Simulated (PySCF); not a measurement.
```xyz
8

F    -2.3096   -0.9362   -0.2793
C    -1.3139   -0.0725   -0.3213
F    -1.5081    0.9314    0.5266
O    -0.1008   -0.7105   -0.2364
C     1.0068    0.0141    0.0084
F     1.1018    1.0894   -0.7734
F     2.0587   -0.7497   -0.2146
F     1.0742    0.4435    1.2655
```

Geometry: GFN2-xTB.

Method: UKS B3LYP, pcH-1 on C F O, non-relativistic, mean-field spin-orbit, GIAO (PySCF 2.14.0, density-fitted response routines).

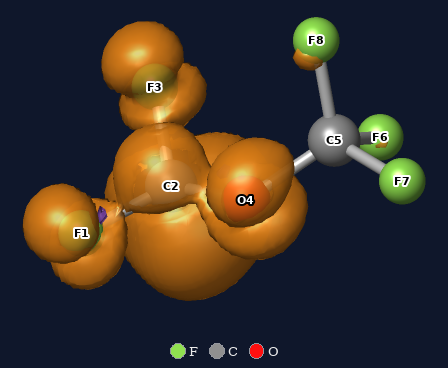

C2F5O (SMILES F[C](F)OC(F)(F)F) (doublet). Isosurfaces of the spin density at +0.015 (orange) and −0.015 e/Å³ (purple), seen at a tilt.

> Describe the spin distribution.

The unpaired spin (1 electron) lies mostly on C2 (about 0.7), O4 (about 0.1), F3 (about 0.1) and F1 (about 0.1), in electrons by Hirshfeld's partition.
